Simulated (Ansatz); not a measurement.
# BrF2HSi + H2: a complex and its separated parts, part 1 of 2

The complex below is one end of an elementary step. How strongly is it bound against its free parts?

Method: PBE0-D4/def2-TZVP structures, single points in def2-TZVPP, no counterpoise correction; program: Ansatz 0.2.0, Gaussian basis.

Levels: SPW92, PBE-D4, BLYP-D4, r2SCAN-D4, B97M-V, PBE0-D4, B3LYP-D4, r2SCAN0-D4, BHLYP-D4, CAM-B3LYP-D4, wB97X-V, wB97M-V, B2PLYP, PBE-QIDH, RPA on PBE, Hartree-Fock, MP2, CCSD, CCSD(T).

Correlated methods freeze the cores. Filled d shells of the heavier atoms are correlated. B3LYP uses VWN-RPA correlation. B2PLYP carries no dispersion term here.

94 further runs of the same task are left out: 94 set aside as unsound or not needed. Runs told in other sessions of the task aren't counted.

## (1) The starting structure

The complex: 7 atoms, charge 0, spin multiplicity 1.

Atoms are counted from 1 here; the program's logs count them from 0.

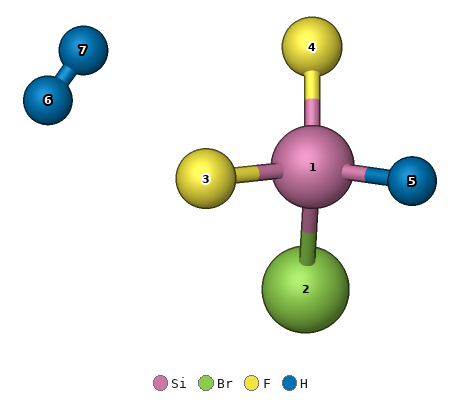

The starting geometry (silicon pink, bromine green, fluorine yellow, hydrogen blue); atoms are numbered from 1 in the order of the file.

As a file:

```xyz
7
BrF2H3Si
Si   -0.7163   -0.3935    0.7000
Br    0.6627   -2.0483    0.3481
F    -1.4307   -0.0172   -0.6553
F     0.1004    0.8693    1.1784
H    -1.7239   -0.7364    1.7084
H     1.4927    0.9456   -1.9367
H     1.6149    1.3805   -1.3428
```

Its parts: BrF2HSi holds atoms 1, 2, 3, 4, 5; H2 holds atoms 6, 7. Each part counts its atoms afresh in its own runs.

## (2) Relaxing BrF2HSi alone

relax-a/in.yaml reads:

```yaml
crystal:
  periodic: [false, false, false]
  atoms:
    - {symbol: Si, position_ang: [-0.716276, -0.393531, 0.699995]}
    - {symbol: Br, position_ang: [0.662675, -2.048344, 0.348069]}
    - {symbol: F, position_ang: [-1.430673, -0.017172, -0.655308]}
    - {symbol: F, position_ang: [0.100441, 0.869329, 1.178413]}
    - {symbol: H, position_ang: [-1.723906, -0.736411, 1.708446]}
basis:
  gaussian: {orbitals: def2-TZVP}
hamiltonian: {xc: pbe0, dispersion: d4}
relax: {f_tol: 0.005, max_steps: 200}
```

Launch:

```
ansatz run in.yaml --threads 4 --pin off --events-out ev --progress --plain --max-ram 9574MiB
```

The log of the run, cut to the lines that bear on the results:

```text
Functional definition: PBE0
  name "PBE0"
  cite "Adamo & Barone, J. Chem. Phys. 110, 6158 (1999) doi:10.1063/1.478522"
  cite "Perdew, Burke & Ernzerhof, Phys. Rev. Lett. 77, 3865 (1996) doi:10.1103/PhysRevLett.77.3865"
  parent pbe
[...]
1037 factors; their error is unknown
[...]
mean field -83365.07605089 eV, -3063.6100379921 hartree, gradient 3.6e-5 eV, S^2 0.000000; 0 other end points of the search recorded, 0 dependent functions left out
[...]
reference -83365.07607414 eV, -3063.6100388466 hartree; 34, 34 occupied and 119, 119 virtual orbitals, 1037 factors
[...]
reference -83365.07610366 eV, -3063.6100399313 hartree; 34, 34 occupied and 119, 119 virtual orbitals, 1037 factors
Total energy: -83365.17138686 eV, -3063.6135415243 hartree
Atom 0 at    -0.717028    -0.393842     0.701187 Å, force    -0.000268     0.002201    -0.000913 eV/Å
Atom 1 at     0.662959    -2.047524     0.347714 Å, force     0.000658    -0.001053    -0.000008 eV/Å
Atom 2 at    -1.429568    -0.016768    -0.655109 Å, force    -0.000037    -0.000230    -0.000241 eV/Å
Atom 3 at     0.100850     0.868801     1.176842 Å, force     0.000296    -0.000077     0.000172 eV/Å
Atom 4 at    -1.724952    -0.736795     1.708981 Å, force    -0.000649    -0.000840     0.000990 eV/Å
Dipole moment:    -0.113759    -0.139690     0.162567 e Å
```

Wall time 11 s (4 threads of Arm Neoverse V1, shared host).

Along the way:

```csv
step,energy from step 1 (eV),largest force component (eV/Å)
1,0.0000,0.0300
2,0.0000,0.0118
3,0.0000,0.0091
4,0.0000,0.0022
```

Close pairs (by a distance rule), those that changed most:

| bond | before (Å) | after (Å) | change (Å) |
| --- | --- | --- | --- |
| Si1–F4 | 1.578 | 1.578 | -0.000 |
| Si1–H5 | 1.466 | 1.466 | -0.000 |
| Si1–F3 | 1.578 | 1.578 | +0.000 |
| Si1–Br2 | 2.183 | 2.183 | +0.000 |

## (3) Relaxing H2 alone

relax-b/in.yaml reads:

```yaml
crystal:
  periodic: [false, false, false]
  atoms:
    - {symbol: H, position_ang: [1.492718, 0.945588, -1.936728]}
    - {symbol: H, position_ang: [1.614921, 1.380541, -1.342786]}
basis:
  gaussian: {orbitals: def2-TZVP}
hamiltonian: {xc: pbe0, dispersion: d4}
relax: {f_tol: 0.005, max_steps: 200}
```

Launch:

```
ansatz run in.yaml --threads 4 --pin off --events-out ev --progress --plain --max-ram 9574MiB
```

The log of the run, cut to the lines that bear on the results:

```text
[... 5 set-up lines as earlier in the session ...]
[...]
88 factors; their error is unknown
[...]
mean field -31.78865241 eV, -1.1682114289 hartree, gradient 1.7e-5 eV, S^2 0.000000; 0 other end points of the search recorded, 0 dependent functions left out
[...]
relax step   1: F+E_penalty+E_count = -31.79025899 eV  Δ(F+E_penalty+E_count) = +0.000e0 eV  max|allowed force component| = 3.748e-3 eV/Å  Δτ_max = 0.0000 Å  (15 SCF iters, accepted)
Total energy: -31.79027485 eV, -1.1682710527 hartree
Atom 0 at     1.492718     0.945588    -1.936728 Å, force     0.000771     0.002745     0.003748 eV/Å
Atom 1 at     1.614921     1.380541    -1.342786 Å, force    -0.000771    -0.002745    -0.003748 eV/Å
Dipole moment:    -0.000000    -0.000000    -0.000000 e Å
```

Run time: 0.1 s. Hardware: 4 threads of Arm Neoverse V1, shared host.

The bond:

```
 bond  before (Å)  after (Å)  change (Å)
H1–H2       0.746      0.746      +0.000
```

## (4) SPW92/def2-TZVPP

parta/in.yaml reads:

```yaml
crystal:
  periodic: [false, false, false]
  atoms:
    - {symbol: Si, position_ang: [-0.717028, -0.393842, 0.701187]}
    - {symbol: Br, position_ang: [0.662959, -2.047524, 0.347714]}
    - {symbol: F, position_ang: [-1.429568, -0.016768, -0.655109]}
    - {symbol: F, position_ang: [0.100850, 0.868801, 1.176842]}
    - {symbol: H, position_ang: [-1.724952, -0.736795, 1.708981]}
basis:
  gaussian: {orbitals: def2-TZVPP}
hamiltonian: {xc: lda}
```

partb/in.yaml reads:

```yaml
crystal:
  periodic: [false, false, false]
  atoms:
    - {symbol: H, position_ang: [1.492718, 0.945588, -1.936728]}
    - {symbol: H, position_ang: [1.614921, 1.380541, -1.342786]}
basis:
  gaussian: {orbitals: def2-TZVPP}
hamiltonian: {xc: lda}
```

One command serves all of them, each in its own folder.

Launch:

```
ansatz run in.yaml --threads 4 --pin off --events-out ev --progress --plain --max-ram 9574MiB
```

parta printed, cut to the lines that bear on the results:

```text
Functional definition: SPW92
  name "SPW92"
  cite "Dirac, Proc. Camb. Phil. Soc. 26, 376 (1930) doi:10.1017/S0305004100016108"
  cite "Slater, Phys. Rev. 81, 385 (1951) doi:10.1103/PhysRev.81.385"
  cite "Perdew & Wang, Phys. Rev. B 45, 13244 (1992) doi:10.1103/PhysRevB.45.13244"
[...]
1035 factors; their error is unknown
[...]
mean field -83218.82988217 eV, -3058.2355904209 hartree, gradient 3.8e-5 eV, S^2 0.000000; 0 other end points of the search recorded, 0 dependent functions left out
reference -83218.82991188 eV, -3058.2355915129 hartree; 34, 34 occupied and 132, 132 virtual orbitals, 1035 factors
Total energy: -83218.82991188 eV, -3058.2355915129 hartree
```

Output in partb, cut to the lines that bear on the results:

```text
[... 5 set-up lines as earlier in the session ...]
[...]
118 factors; their error is unknown
[...]
mean field -30.93535361 eV, -1.1368532766 hartree, gradient 4.4e-5 eV, S^2 0.000000; 0 other end points of the search recorded, 0 dependent functions left out
reference -30.93537429 eV, -1.1368540365 hartree; 1, 1 occupied and 27, 27 virtual orbitals, 118 factors
Total energy: -30.93537429 eV, -1.1368540365 hartree
```

Times: 0.7 s (parta), 0.1 s (partb) on 4 threads of Arm Neoverse V1, shared host.

## (5) PBE-D4/def2-TZVPP

The same edit goes into each in.yaml of step 4 (parta, partb):

```diff
-hamiltonian: {xc: lda}
+hamiltonian: {xc: pbe, dispersion: d4}
```

The same command starts each run, in its folder.

Launch:

```
ansatz run in.yaml --threads 4 --pin off --events-out ev --progress --plain --max-ram 9574MiB
```

Output in parta, cut to the lines that bear on the results:

```text
Functional definition: PBE
  name "PBE"
[... 2 set-up lines as earlier in the session ...]
[...]
1035 factors; their error is unknown
[...]
mean field -83361.86509404 eV, -3063.4920375042 hartree, gradient 5.1e-5 eV, S^2 0.000000; 0 other end points of the search recorded, 0 dependent functions left out
reference -83361.86512598 eV, -3063.4920386782 hartree; 34, 34 occupied and 132, 132 virtual orbitals, 1035 factors
Total energy: -83361.97881498 eV, -3063.4962166717 hartree
```

Log of partb, cut to the lines that bear on the results:

```text
[... 4 set-up lines as earlier in the session ...]
[...]
118 factors; their error is unknown
[...]
mean field -31.73223548 eV, -1.1661381451 hartree, gradient 3.1e-5 eV, S^2 0.000000; 0 other end points of the search recorded, 0 dependent functions left out
reference -31.73225716 eV, -1.1661389417 hartree; 1, 1 occupied and 27, 27 virtual orbitals, 118 factors
Total energy: -31.73427642 eV, -1.1662131481 hartree
```

They took 1.1 s (parta), 0.1 s (partb) on 4 threads of Arm Neoverse V1, shared host.

## (6) BLYP-D4/def2-TZVPP

The same edit goes into each in.yaml of step 5 (parta, partb):

```diff
-hamiltonian: {xc: pbe, dispersion: d4}
+hamiltonian: {xc: {name: BLYP}, dispersion: d4}
```

The same command starts each run, in its folder.

Launch:

```
ansatz run in.yaml --threads 4 --pin off --events-out ev --progress --plain --max-ram 9574MiB
```

parta printed, cut to the lines that bear on the results:

```text
Functional definition: BLYP
  name "BLYP"
  cite "Becke, Phys. Rev. A 38, 3098 (1988) doi:10.1103/PhysRevA.38.3098"
  cite "Lee, Yang & Parr, Phys. Rev. B 37, 785 (1988) doi:10.1103/PhysRevB.37.785"
[...]
1035 factors; their error is unknown
[...]
mean field -83381.89826716 eV, -3064.2282430375 hartree, gradient 6.1e-5 eV, S^2 0.000000; 0 other end points of the search recorded, 0 dependent functions left out
reference -83381.89855782 eV, -3064.2282537193 hartree; 34, 34 occupied and 132, 132 virtual orbitals, 1035 factors
Total energy: -83382.14990990 eV, -3064.2374907376 hartree
```

Output in partb, cut to the lines that bear on the results:

```text
[... 4 set-up lines as earlier in the session ...]
[...]
118 factors; their error is unknown
[...]
mean field -31.82604814 eV, -1.1695856966 hartree, gradient 8.3e-5 eV, S^2 0.000000; 0 other end points of the search recorded, 0 dependent functions left out
reference -31.82624057 eV, -1.1695927683 hartree; 1, 1 occupied and 27, 27 virtual orbitals, 118 factors
Total energy: -31.83113855 eV, -1.1697727658 hartree
```

Wall times: 1.2 s (parta), 0.15 s (partb) on 4 threads of Arm Neoverse V1, shared host.

## (7) r2SCAN-D4/def2-TZVPP

Each input of step 6 (parta, partb) changes in the same lines:

```diff
-hamiltonian: {xc: {name: BLYP}, dispersion: d4}
+hamiltonian: {xc: r2scan, dispersion: d4}
```

One command serves all of them, each in its own folder.

Launch:

```
ansatz run in.yaml --threads 4 --pin off --events-out ev --progress --plain --max-ram 9574MiB
```

Output in parta, cut to the lines that bear on the results:

```text
Functional definition: r2SCAN
  name "r2SCAN"
  cite "Furness, Kaplan, Ning, Perdew & Sun, J. Phys. Chem. Lett. 11, 8208 (2020) doi:10.1021/acs.jpclett.0c02405"
  cite "Furness, Kaplan, Ning, Perdew & Sun, J. Phys. Chem. Lett. 11, 9248 (2020) doi:10.1021/acs.jpclett.0c03077"
  parent r2scan
[...]
1035 factors; their error is unknown
[...]
mean field -83378.46180895 eV, -3064.1019555276 hartree, gradient 7.9e-5 eV, S^2 0.000000; 0 other end points of the search recorded, 0 dependent functions left out
reference -83378.46181757 eV, -3064.1019558444 hartree; 34, 34 occupied and 132, 132 virtual orbitals, 1035 factors
Total energy: -83378.48616436 eV, -3064.1028505726 hartree
```

partb printed, cut to the lines that bear on the results:

```text
[... 5 set-up lines as earlier in the session ...]
[...]
118 factors; their error is unknown
[...]
mean field -31.87203784 eV, -1.1712757870 hartree, gradient 4.1e-5 eV, S^2 0.000000; 0 other end points of the search recorded, 0 dependent functions left out
reference -31.87204446 eV, -1.1712760302 hartree; 1, 1 occupied and 27, 27 virtual orbitals, 118 factors
Total energy: -31.87254585 eV, -1.1712944560 hartree
```

They took 2.6 s (parta), 0.35 s (partb) on 4 threads of Arm Neoverse V1, shared host.

## (8) B97M-V/def2-TZVPP

Each input of step 7 (parta, partb) changes in the same lines:

```diff
-hamiltonian: {xc: r2scan, dispersion: d4}
+hamiltonian: {xc: {name: B97M-V}}
```

Each run has its own folder and the same command.

Launch:

```
ansatz run in.yaml --threads 4 --pin off --events-out ev --progress --plain --max-ram 9574MiB
```

Log of parta, cut to the lines that bear on the results:

```text
Functional definition: B97M-V
  name "B97M-V"
  cite "Mardirossian & Head-Gordon, J. Chem. Phys. 142, 074111 (2015) doi:10.1063/1.4907719"
  cite "Becke, J. Chem. Phys. 107, 8554 (1997) doi:10.1063/1.475007"
  cite "Vydrov & Van Voorhis, J. Chem. Phys. 133, 244103 (2010) doi:10.1063/1.3521275"
  # Of w^i u^j: cxij and so on, Table III.
[...]
  gx(w, u) = cx00 + cx01*u + cx02*u^2 + (cx10 + cx11*u)*w
[...]
  gos(w, u) = cos00 + cos01*u + cos03*u^3 + cos10*w + cos32*w^3*u^2
[...]
      + integral(e_c_pw_mod_opposite_spin*gos(b97_w_opposite, b97_u_opposite)) + vv10(b, c)
1035 factors; their error is unknown
[...]
mean field -83365.14415360 eV, -3063.6125407204 hartree, gradient 4.8e-5 eV, S^2 0.000000; 0 other end points of the search recorded, 0 dependent functions left out
reference -83365.14419927 eV, -3063.6125423989 hartree; 34, 34 occupied and 132, 132 virtual orbitals, 1035 factors
Total energy: -83365.14419927 eV, -3063.6125423989 hartree
```

partb printed, cut to the lines that bear on the results:

```text
[... 5 set-up lines as earlier in the session ...]
  # Of w^i u^j: cxij and so on, Table III.
[...]
  gx(w, u) = cx00 + cx01*u + cx02*u^2 + (cx10 + cx11*u)*w
  gss(w, u) = css00 + css02*u^2 + css10*w + (css32*w^3 + css42*w^4)*u^2
  gos(w, u) = cos00 + cos01*u + cos03*u^3 + cos10*w + cos32*w^3*u^2
[...]
      + integral(e_c_pw_mod_opposite_spin*gos(b97_w_opposite, b97_u_opposite)) + vv10(b, c)
118 factors; their error is unknown
[...]
mean field -31.90525615 eV, -1.1724965374 hartree, gradient 8.2e-6 eV, S^2 0.000000; 0 other end points of the search recorded, 0 dependent functions left out
reference -31.90528583 eV, -1.1724976282 hartree; 1, 1 occupied and 27, 27 virtual orbitals, 118 factors
Total energy: -31.90528583 eV, -1.1724976282 hartree
```

Times: 4.9 s (parta), 0.2 s (partb) on 4 threads of Arm Neoverse V1, shared host.

## (9) PBE0-D4/def2-TZVPP

The same edit goes into each in.yaml of step 8 (parta, partb):

```diff
-hamiltonian: {xc: {name: B97M-V}}
+hamiltonian: {xc: pbe0, dispersion: d4}
+output: {orbitals: {seedname: orbitals}}
```

One command serves all of them, each in its own folder.

Launch:

```
ansatz run in.yaml --threads 4 --pin off --events-out ev --progress --plain --max-ram 9574MiB
```

parta printed, cut to the lines that bear on the results:

```text
[... 5 set-up lines as earlier in the session ...]
[...]
1075 factors; their error is unknown
[...]
mean field -83365.08552972 eV, -3063.6103863326 hartree, gradient 2.4e-5 eV, S^2 0.000000; 0 other end points of the search recorded, 0 dependent functions left out
reference -83365.08555298 eV, -3063.6103871875 hartree; 34, 34 occupied and 132, 132 virtual orbitals, 1075 factors
Total energy: -83365.18083618 eV, -3063.6138887804 hartree
```

Log of partb, cut to the lines that bear on the results:

```text
[... 5 set-up lines as earlier in the session ...]
[...]
118 factors; their error is unknown
[...]
mean field -31.79610500 eV, -1.1684853066 hartree, gradient 5.5e-5 eV, S^2 0.000000; 0 other end points of the search recorded, 0 dependent functions left out
reference -31.79612099 eV, -1.1684858943 hartree; 1, 1 occupied and 27, 27 virtual orbitals, 118 factors
Total energy: -31.79772758 eV, -1.1685449351 hartree
```

Times: 1.9 s (parta), 0.1 s (partb) on 4 threads of Arm Neoverse V1, shared host.

## (10) B3LYP-D4/def2-TZVPP

Each input of step 9 (parta, partb) changes in the same lines:

```diff
-hamiltonian: {xc: pbe0, dispersion: d4}
-output: {orbitals: {seedname: orbitals}}
+hamiltonian: {xc: {name: B3LYP}, dispersion: d4}
```

One command serves all of them, each in its own folder.

Launch:

```
ansatz run in.yaml --threads 4 --pin off --events-out ev --progress --plain --max-ram 9574MiB
```

parta printed, cut to the lines that bear on the results:

```text
Functional definition: B3LYP
  name "B3LYP"
  cite "Stephens, Devlin, Chabalowski & Frisch, J. Phys. Chem. 98, 11623 (1994) doi:10.1021/j100096a001"
[... 2 set-up lines as earlier in the session ...]
  cite "Vosko, Wilk & Nusair, Can. J. Phys. 58, 1200 (1980) doi:10.1139/p80-159"
[...]
1075 factors; their error is unknown
[...]
mean field -83383.00424707 eV, -3064.2688870496 hartree, gradient 8.6e-5 eV, S^2 0.000000; 0 other end points of the search recorded, 0 dependent functions left out
reference -83383.00446101 eV, -3064.2688949116 hartree; 34, 34 occupied and 132, 132 virtual orbitals, 1075 factors
Total energy: -83383.19206640 eV, -3064.2757892826 hartree
```

Output in partb, cut to the lines that bear on the results:

```text
[... 6 set-up lines as earlier in the session ...]
[...]
118 factors; their error is unknown
[...]
mean field -32.10921770 eV, -1.1799919861 hartree, gradient 4.6e-5 eV, S^2 0.000000; 0 other end points of the search recorded, 0 dependent functions left out
reference -32.10935981 eV, -1.1799972084 hartree; 1, 1 occupied and 27, 27 virtual orbitals, 118 factors
Total energy: -32.11251095 eV, -1.1801130107 hartree
```

They took 1.8 s (parta), 0.1 s (partb) on 4 threads of Arm Neoverse V1, shared host.

## (11) r2SCAN0-D4/def2-TZVPP

Each input of step 10 (parta, partb) changes in the same lines:

```diff
-hamiltonian: {xc: {name: B3LYP}, dispersion: d4}
+hamiltonian: {xc: {name: r2SCAN0}, dispersion: d4}
```

The same command starts each run, in its folder.

Launch:

```
ansatz run in.yaml --threads 4 --pin off --events-out ev --progress --plain --max-ram 9574MiB
```

Log of parta, cut to the lines that bear on the results:

```text
Functional definition: r2SCAN0
  name "r2SCAN0"
  cite "Bursch, Neugebauer, Ehlert & Grimme, J. Chem. Phys. 156, 134105 (2022) doi:10.1063/5.0086040"
[... 3 set-up lines as earlier in the session ...]
[...]
1075 factors; their error is unknown
[...]
mean field -83377.62043760 eV, -3064.0710357007 hartree, gradient 7.4e-5 eV, S^2 0.000000; 0 other end points of the search recorded, 0 dependent functions left out
reference -83377.62044436 eV, -3064.0710359493 hartree; 34, 34 occupied and 132, 132 virtual orbitals, 1075 factors
Total energy: -83377.65017281 eV, -3064.0721284498 hartree
```

Output in partb, cut to the lines that bear on the results:

```text
[... 6 set-up lines as earlier in the session ...]
[...]
118 factors; their error is unknown
[...]
mean field -31.85184789 eV, -1.1705338200 hartree, gradient 1.4e-5 eV, S^2 0.000000; 0 other end points of the search recorded, 0 dependent functions left out
reference -31.85185302 eV, -1.1705340084 hartree; 1, 1 occupied and 27, 27 virtual orbitals, 118 factors
Total energy: -31.85239440 eV, -1.1705539039 hartree
```

They took 3.6 s (parta), 0.35 s (partb) on 4 threads of Arm Neoverse V1, shared host.

## (12) BHLYP-D4/def2-TZVPP

Each input of step 11 (parta, partb) changes in the same lines:

```diff
-hamiltonian: {xc: {name: r2SCAN0}, dispersion: d4}
+hamiltonian: {xc: {name: BHLYP}, dispersion: d4}
```

One command serves all of them, each in its own folder.

Launch:

```
ansatz run in.yaml --threads 4 --pin off --events-out ev --progress --plain --max-ram 9574MiB
```

Output in parta, cut to the lines that bear on the results:

```text
Functional definition: BHLYP
  name "BHLYP"
  cite "Becke, J. Chem. Phys. 98, 1372 (1993) doi:10.1063/1.464304"
[... 2 set-up lines as earlier in the session ...]
[...]
1174 factors; their error is unknown
[...]
mean field -83379.67551231 eV, -3064.1465583035 hartree, gradient 2.1e-5 eV, S^2 0.000000; 0 other end points of the search recorded, 0 dependent functions left out
reference -83379.67565585 eV, -3064.1465635786 hartree; 34, 34 occupied and 132, 132 virtual orbitals, 1174 factors
Total energy: -83379.83319030 eV, -3064.1523528628 hartree
```

Log of partb, cut to the lines that bear on the results:

```text
[... 5 set-up lines as earlier in the session ...]
[...]
118 factors; their error is unknown
[...]
mean field -31.83802598 eV, -1.1700258741 hartree, gradient 5.6e-5 eV, S^2 0.000000; 0 other end points of the search recorded, 0 dependent functions left out
reference -31.83812154 eV, -1.1700293861 hartree; 1, 1 occupied and 27, 27 virtual orbitals, 118 factors
Total energy: -31.83986517 eV, -1.1700934630 hartree
```

Times: 1.8 s (parta), 0.1 s (partb) on 4 threads of Arm Neoverse V1, shared host.

## (13) CAM-B3LYP-D4/def2-TZVPP

The same edit goes into each in.yaml of step 12 (parta, partb):

```diff
-hamiltonian: {xc: {name: BHLYP}, dispersion: d4}
+hamiltonian: {xc: {name: CAM-B3LYP}, dispersion: d4}
```

The same command starts each run, in its folder.

Launch:

```
ansatz run in.yaml --threads 4 --pin off --events-out ev --progress --plain --max-ram 9574MiB
```

Log of parta, cut to the lines that bear on the results:

```text
Functional definition: CAM-B3LYP
  name "CAM-B3LYP"
  cite "Yanai, Tew & Handy, Chem. Phys. Lett. 393, 51 (2004) doi:10.1016/j.cplett.2004.06.011"
  cite "Iikura, Tsuneda, Yanai & Hirao, J. Chem. Phys. 115, 3540 (2001) doi:10.1063/1.1383587"
[... 2 set-up lines as earlier in the session ...]
[...]
1075 factors; their error is unknown
199 factors; integrals over basis functions are off by at most 3.0e-5 eV
[...]
mean field -83384.22210795 eV, -3064.3136426113 hartree, gradient 8.7e-5 eV, S^2 0.000000; 0 other end points of the search recorded, 0 dependent functions left out
reference -83384.22221210 eV, -3064.3136464389 hartree; 34, 34 occupied and 132, 132 virtual orbitals, 1075 factors
Total energy: -83384.31994767 eV, -3064.3172381550 hartree
```

Output in partb, cut to the lines that bear on the results:

```text
[... 6 set-up lines as earlier in the session ...]
[...]
  # Exact exchange under (alpha + beta erf(omega r))/r, Becke's under what is left of 1/r.
[...]
118 factors; their error is unknown
42 factors; integrals over basis functions are off by at most 6.3e-5 eV
[...]
mean field -31.88030186 eV, -1.1715794842 hartree, gradient 6.4e-5 eV, S^2 0.000000; 0 other end points of the search recorded, 0 dependent functions left out
reference -31.88037180 eV, -1.1715820545 hartree; 1, 1 occupied and 27, 27 virtual orbitals, 118 factors
Total energy: -31.88188523 eV, -1.1716376719 hartree
```

They took 2.5 s (parta), 0.15 s (partb) on 4 threads of Arm Neoverse V1, shared host.

(Continued in part 2 of 2.)
